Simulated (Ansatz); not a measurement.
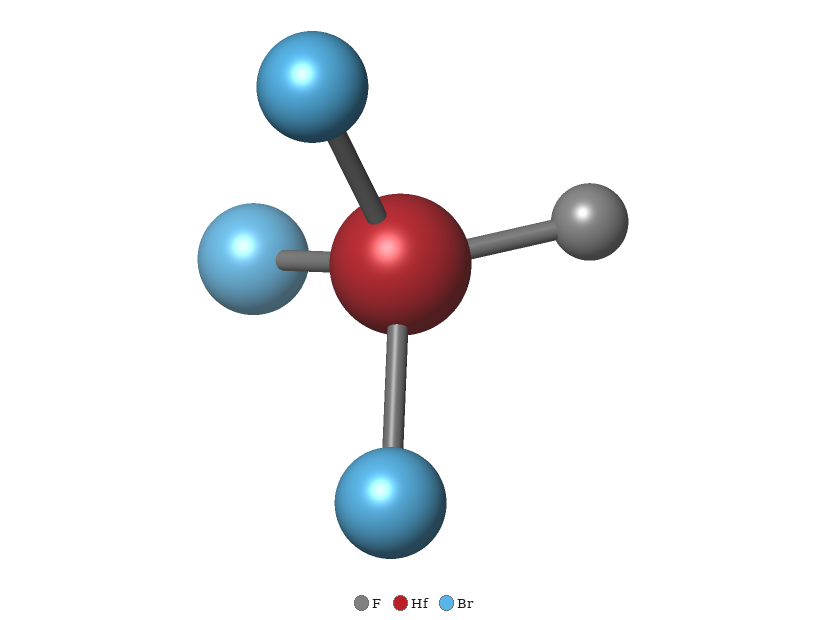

A metal compound. Charge 0, singlet. The computed structure is the end point of a PBE-D4/def2-SVP optimisation. No frequency run is at hand to confirm it as a minimum.

Describe the coordination sphere.

Hf binds 4 atoms: 1 F at 1.90 Å, 3 Br at 2.49 Å. The arrangement is tetrahedral.

Give the formal oxidation state and the d-electron count.

Hf(IV), d⁰, counting the ligands as closed-shell ions or neutral donors.
